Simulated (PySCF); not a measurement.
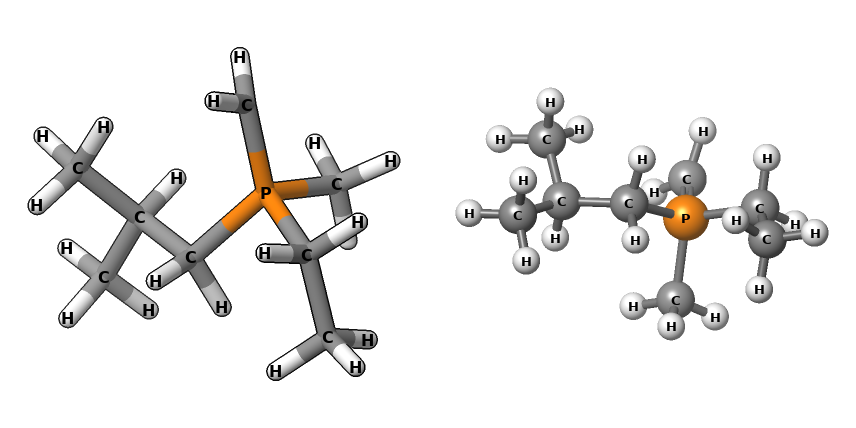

Both panels show the same species.

Computed geometry: PBE0-D3(BJ)/def2-SVP optimisation. No frequency run is at hand to confirm it as a minimum.

Question: Which formula does it have?

Answer: C8H19P, 28 atoms: 8 carbon, 19 hydrogen and 1 phosphorus.

Question: Describe its rings.

Answer: It has no ring.

Question: How many bonds of each kind are drawn?

Answer: 19 C–H, 4 C–P, 4 C–C.

More results for the same structure follow; atom numbers are the same in all pictures, views and colours differ.

### Geometry

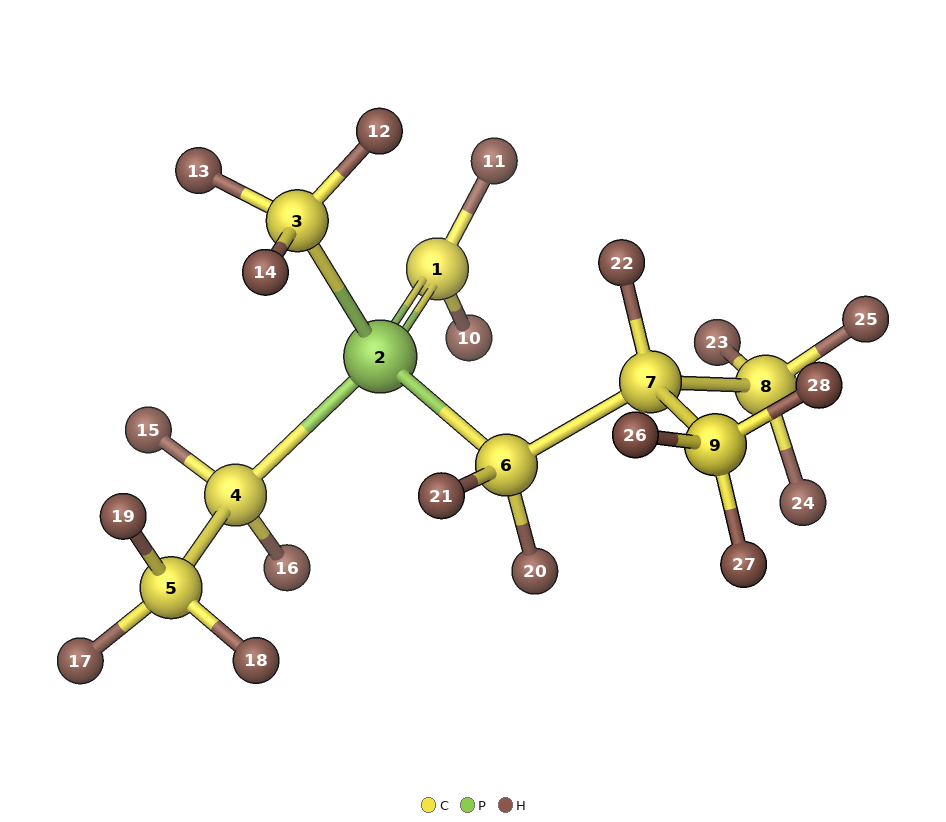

Atoms carry their numbers in the input. No frequency run is at hand to confirm it as a minimum.

Estimate the angles C1–P2–C3, C1–P2–C4, C1–P2–C6, P2–C1–H11, P2–C4–C5, P2–C4–H15, P2–C6–C7, P2–C6–H21, C3–P2–C6, C4–C5–H19, C7–C8–H24, C7–C9–H27.

```tsv
angle	degrees
C1–P2–C3	109.6
C1–P2–C4	109.8
C1–P2–C6	124.3
P2–C1–H11	117.6
P2–C4–C5	117.5
P2–C4–H15	104.4
P2–C6–C7	114.1
P2–C6–H21	107.9
C3–P2–C6	102.0
C4–C5–H19	111.9
C7–C8–H24	110.3
C7–C9–H27	110.7
```

### Charges

The questions are on ESP-fitted charges. No frequency run is at hand to confirm it as a minimum. Properties computed with PBE0/pcSseg-1, gas phase (PySCF 2.14.0).

Give the ESP-fitted charges atom by atom.

| atom | value (e) |
| --- | --- |
| C1 | −1.31 |
| P2 | 0.80 |
| C3 | −0.72 |
| C4 | −0.03 |
| C5 | −0.24 |
| C6 | −0.36 |
| C7 | 0.45 |
| C8 | −0.55 |
| C9 | −0.62 |
| H10 | 0.32 |
| H11 | 0.35 |
| H12 | 0.21 |
| H13 | 0.22 |
| H14 | 0.18 |
| H15 | 0.05 |
| H16 | 0.05 |
| H17 | 0.08 |
| H18 | 0.05 |
| H19 | 0.07 |
| H20 | 0.10 |
| H21 | 0.09 |
| H22 | −0.01 |
| H23 | 0.12 |
| H24 | 0.13 |
| H25 | 0.13 |
| H26 | 0.14 |
| H27 | 0.15 |
| H28 | 0.16 |

### Levels of theory compared

No frequency run is at hand to confirm it as a minimum. Program: PySCF 2.14.0.

Compare dipole (D), HOMO–LUMO gap (eV), HOMO energy (eV) at these levels: PBE0/pcSseg-1; PBE0/pcSseg-1 in chloroform (IEF-PCM); PBE0/pcSseg-1 in cyclohexane (IEF-PCM); mPW1PW91/pcSseg-1.

| level | dipole (D) | HOMO–LUMO gap (eV) | HOMO energy (eV) |
| --- | --- | --- | --- |
| PBE0/pcSseg-1 | 3.08 | 5.65 | −4.66 |
| PBE0/pcSseg-1 in chloroform (IEF-PCM) | 4.10 | 6.08 | −4.87 |
| PBE0/pcSseg-1 in cyclohexane (IEF-PCM) | 3.60 | 5.88 | −4.76 |
| mPW1PW91/pcSseg-1 | 3.10 | 5.70 | −4.68 |

### NMR shielding

The questions are on isotropic NMR shieldings of the C atoms. No frequency run is at hand to confirm it as a minimum. Method: GIAO mPW1PW91/pcSseg-1 NMR shielding, non-relativistic, gas phase (PySCF 2.14.0).

Question: Which C atom is the most shielded (lowest chemical shift)?

Answer: C1 (193.5 ppm).

Question: Which C atom is the least shielded (highest chemical shift)?

Answer: C6 (142.1 ppm).

Question: How wide is the range of C shifts?

Answer: 51.4 ppm.

List the isotropic NMR shieldings of the C atoms.

| atom | σ (ppm) |
| --- | --- |
| C1 | 193.5 |
| C3 | 172.1 |
| C4 | 156.4 |
| C5 | 174.0 |
| C6 | 142.1 |
| C7 | 158.0 |
| C8 | 159.3 |
| C9 | 155.4 |
